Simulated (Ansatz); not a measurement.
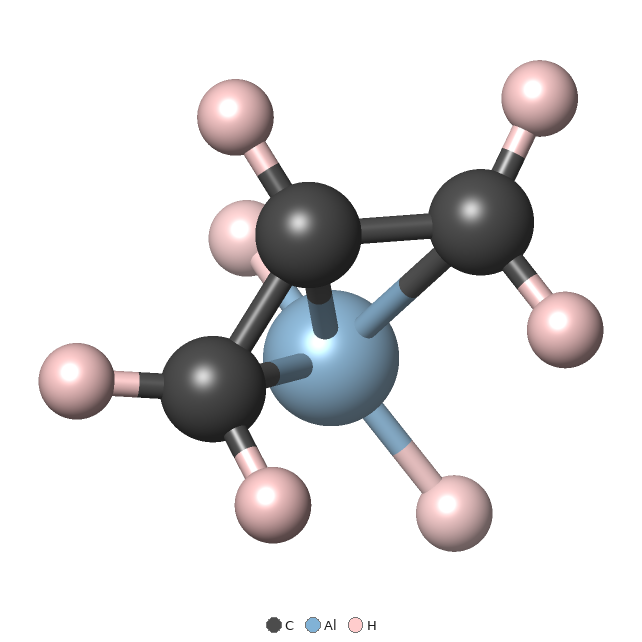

Ball-and-stick drawing of a structure. Every bond is drawn as one stick, whatever its order.

The geometry was computed by an optimisation with PBE0-D4/def2-TZVP.

> Give the formula.

C3H7Al, 11 atoms: 3 carbon, 7 hydrogen and 1 aluminium.

> How many bonds of each kind are drawn?

5 C–H, 3 C–Al, 2 C–C, 2 Al–H. Sticks follow a distance rule.

More results for the same structure follow; atom numbers are the same in all pictures, views and colours differ.

**Shape**

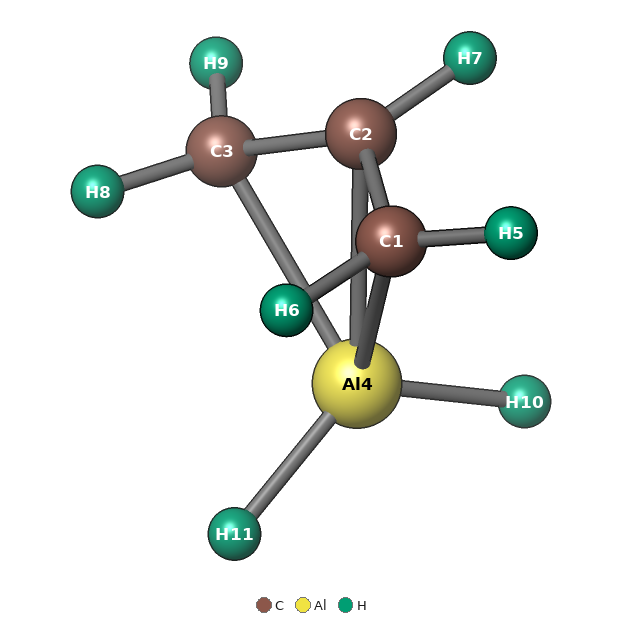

Numbered structure.

> Which bond is the longest?

C1–Al4, 2.294 Å.

> What is the dihedral angle C2–C3–Al4–C1?

26° in size, that is syn (eclipsed).

**Levels of theory compared**

Program: Ansatz 0.2.0.

At this fixed geometry, give dipole (D), HOMO–LUMO gap (eV), HOMO energy (eV) at these levels: B3LYP-D4/def2-TZVPP; PBE-D4/def2-TZVPP; r2SCAN-D4/def2-TZVPP; ωB97M-V/def2-TZVPP.

| level | dipole (D) | HOMO–LUMO gap (eV) | HOMO energy (eV) |
| --- | --- | --- | --- |
| B3LYP-D4/def2-TZVPP | 1.57 | 5.66 | −6.67 |
| PBE-D4/def2-TZVPP | 1.56 | 4.16 | −5.89 |
| r2SCAN-D4/def2-TZVPP | 1.63 | 4.53 | −6.07 |
| ωB97M-V/def2-TZVPP | 1.62 | 10.13 | −8.95 |

**Vibrations**

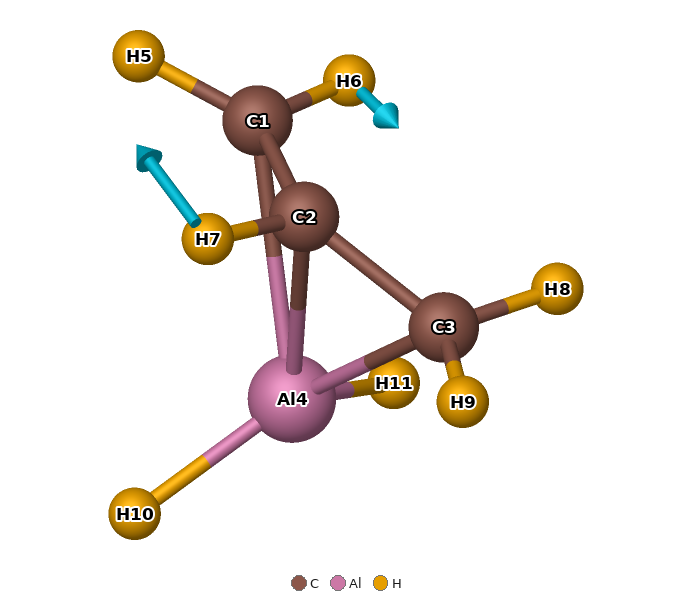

The arrows show one normal mode. Harmonic vibrations computed with RKS PBE0-D4/def2-TZVP (Ansatz 0.2.0) at a stationary point of the same level.

> Estimate its harmonic wavenumber.

1291 cm⁻¹; it is mode 17 of 27 counted from the lowest.

**Charges**

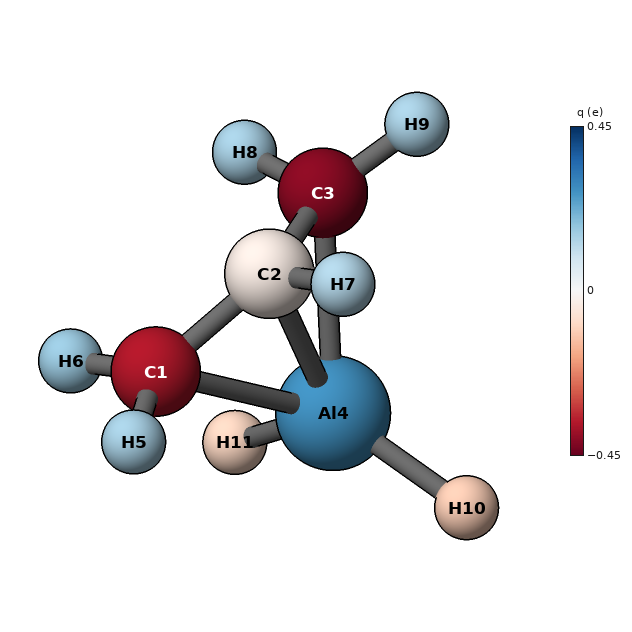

Atoms are coloured by their Mulliken charges. Method: RKS PBE0-D4/def2-TZVP (Ansatz 0.2.0).

> Which atom carries the highest charge (most positive or least negative)?

Al4 (0.27 e).

> And the lowest?

C3 (−0.40 e).

Give the Mulliken charges atom by atom.

```csv
atom,value (e)
C1,−0.36
C2,−0.03
C3,−0.40
Al4,0.27
H5,0.15
H6,0.16
H7,0.13
H8,0.15
H9,0.14
H10,−0.11
H11,−0.09
```

**Thermal motion**

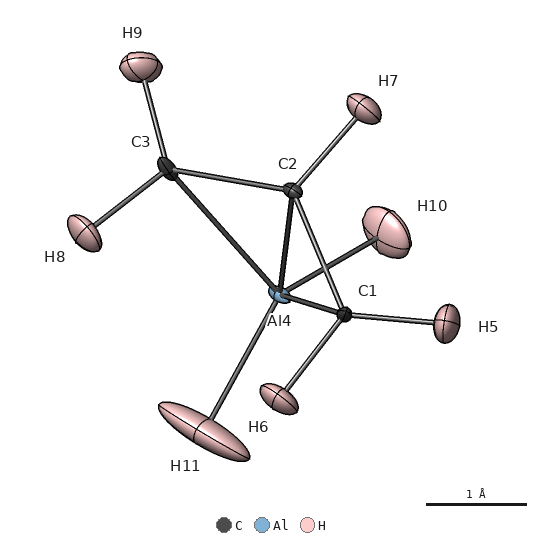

Displacement ellipsoids at the 50 % level, from the internal vibrations of the free molecule (harmonic, no overall translation or rotation; no half-axis is drawn under 0.075 Å). Vibrations computed with RKS PBE0-D4/def2-TZVP (Ansatz 0.2.0). Temperature: 298 K.

Give the displacement parameters, one line for each set of equivalent atoms.

```tsv
atom	U_eq (Å²)	rms amplitudes (Å)
C1	0.0095	0.026, 0.035, 0.163
C2	0.0029	0.038, 0.046, 0.071
C3	0.0050	0.028, 0.037, 0.113
Al4	0.0038	0.016, 0.029, 0.101
H5	0.0244	0.084, 0.127, 0.224
H6	0.0180	0.074, 0.143, 0.168
H7	0.0166	0.080, 0.129, 0.164
H8	0.0186	0.076, 0.145, 0.170
H9	0.0172	0.092, 0.127, 0.164
H10	0.0269	0.094, 0.177, 0.201
H11	0.0550	0.093, 0.179, 0.353
```

Mulliken values depend strongly on the basis set and can even reverse the polarity of a bond.
